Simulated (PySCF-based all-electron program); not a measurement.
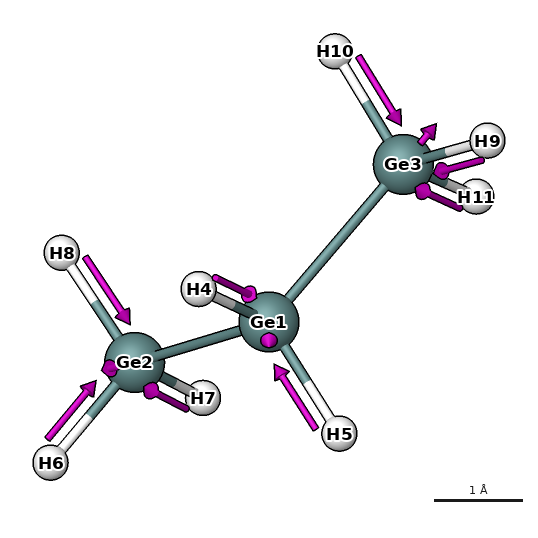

Arrows show the forces on the atoms, 7 Å of arrow for 1 eV/Å; forces under a tenth of the largest aren't drawn. Level of theory: PBE, all-electron, scalar-relativistic (spin-free Dirac), large uncontracted Gaussian sets (PySCF-based all-electron program).

List the force components in the frame of the picture (x right, y up, z towards the viewer), in eV/Å.

```csv
atom,Fx,Fy,Fz
Ge1,0.00,−0.02,0.04
Ge2,−0.03,−0.01,−0.04
Ge3,0.03,0.03,−0.01
H4,0.07,−0.03,−0.11
H5,−0.07,0.11,−0.03
H6,0.08,0.10,−0.03
H7,−0.07,0.04,0.11
H8,0.08,−0.11,0.03
H9,−0.08,−0.02,−0.10
H10,0.07,−0.12,0.03
H11,−0.08,0.03,0.11
```
